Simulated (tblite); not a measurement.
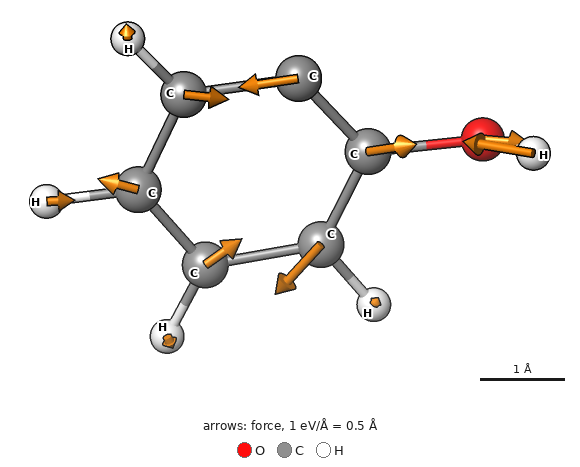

Starting geometry of C$_{6}$H$_{5}$O (multiplicity 2) with the computed forces as orange arrows. Style: ball-and-stick. Shown at a tilt.

Level of theory: GFN2-xTB geometry optimisation, gas phase in tblite. 

Is this structure relaxed? If not, where do the atoms go?

Answer. It isn't relaxed: the largest force vector, on an H atom, is 1.97 eV/Å. The final displacements follow the starting forces only in part (cosine between the two patterns 0.32). The largest move after the best rigid fit is that of an H atom, 0.74 Å. Largest moves by element: H 0.74 Å, O 0.30 Å, C 0.21 Å. Near-neighbour distances that change, for instance: H–O 1.009 → 0.964 Å, C–C 1.386 → 1.359 Å, C–H 1.105 → 1.079 Å, C–C 1.402 → 1.381 Å. Among the angles between lasting bonds that change: C–O–H 122.1° → 109.4°, C–C–H 118.0° → 122.0°, C–C–H 123.1° → 119.2°. Groups turn about C–O by about 75°. Over 47 geometry steps the energy falls by 42.1 kJ/mol.
